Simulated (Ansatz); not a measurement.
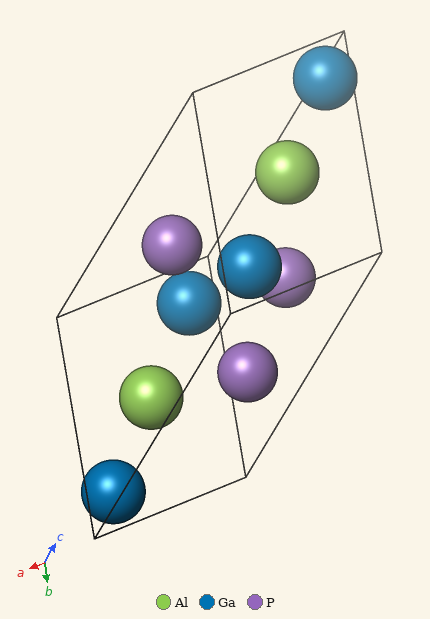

Shown here is a spheres-only view of the crystal, taken slightly off an axis. Thin lines show the simulation cell, with boundary atoms drawn in all their periodic places.

Full input:
```yaml
crystal:
  lattice:
    - [-1.947332112, 1.947332112, 8.257661948]
    - [1.947332112, -1.947332112, 8.257661948]
    - [1.947332112, 1.947332112, -8.257661948]
  atoms:
    - { symbol: Al, position: [0.5, 0.5, 0.0] }
    - { symbol: Ga, position: [0.8333252402, 0.8333252402, 0.0] }
    - { symbol: Ga, position: [0.1666747598, 0.1666747598, 0.0] }
    - { symbol: P, position: [0.4170358245, 0.9170358245, 0.5] }
    - { symbol: P, position: [0.0829641755, 0.5829641755, 0.5] }
    - { symbol: P, position: [0.75, 0.25, 0.5] }
basis:
  ecutwfc: 420
kpoints:
  mp_grid: { grid: [10, 10, 10] }
  band_path:
    path:
      - [[0.0, 0.0, 0.0], [0.0, 0.0, 0.5], [0.25, 0.25, 0.25], [0.0, 0.5, 0.0], [0.0, 0.0, 0.0], [0.5, 0.5, -0.5], [0.26390291, 0.73609709, -0.26390291]]
      - [[-0.26390291, 0.26390291, 0.26390291], [0.0, 0.0, 0.0]]
      - [[0.0, 0.0, 0.5], [-0.02780583, 0.02780583, 0.5]]
      - [[0.5, 0.5, -0.02780583], [0.5, 0.5, -0.5]]
    npoints: 14
hamiltonian:
  xc: pbe
scf:
  occupations: { method: gaussian, width: 0.02 }
  n_extra_bands: 15
output:
  forces: true
  stress: true
  eigenvalues: true
  populations: true
  dos: { projected: true, de: 0.02, nscf_kmesh: { grid: [15, 15, 15] } }
  bader: true
  write_density: true
  write_potential: true
  elf: true
  volumetric_format: npy
```
Run as:
```sh
ansatz run input.yaml --threads 1 --pin off --max-ram 2560MiB --backend cpu --events-out ev --progress --plain --runs-dir out
```

The calculation used DFT PBE, scalar-relativistic, plane waves, PAW (Ansatz 0.2.0), with plane-wave cutoff 420 eV, the zone sampled with 10×10×10 points, Gaussian smearing of 0.02 eV, no spin polarisation.

Q: How are the electrons shared out in a Bader analysis?

A: Al +2.09 e; Ga +0.84 e; P -1.47 to -0.84 e. The transfer is large, as in an ionic solid.

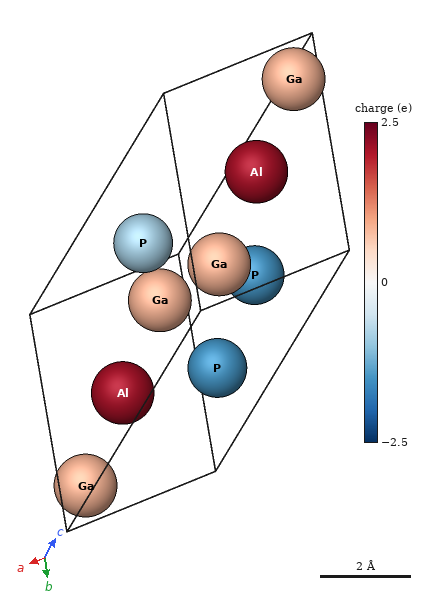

The atoms coloured by those charges.

The initial geometry was a structure type filled with these elements by a generator (whether the compound takes this form wasn't checked). Earlier steps of the study may have refined or changed the cell and positions. It went into a calculation with Ansatz.
